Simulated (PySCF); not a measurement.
SMILES C=[CH][Ge]([CH3])([F])[CH]=C (C₅H₉FGe), GFN2-xTB optimised geometry. Atoms within 1.6 Å of the plane z = 0.8 Å (x, y, z in Å): C1 (-1.25, 1.89, 0.83), C2 (-0.40, 1.31, 0.00), Ge3 (0.00, -0.62, 0.00), F5 (1.79, -0.62, 0.00), C6 (-0.44, -1.55, 1.68), C7 (-1.28, -2.57, 1.77), H8 (-1.79, 1.33, 1.58), H9 (-1.44, 2.96, 0.81), H10 (0.13, 1.91, -0.73), H16 (-1.79, -2.96, 0.91).

Method: CAM-B3LYP/def2-TZVP run with PySCF. Cells within 0.4 Å of a nucleus heavier than hydrogen are left out (blank, or x).

Map of the electron localisation function on the plane z = 0.8 Å:

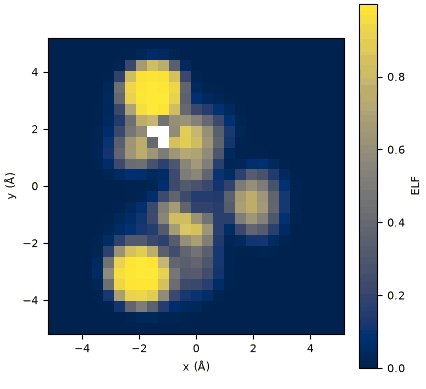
Fig. 1. Electron localisation function on the plane z = 0.8 Å.
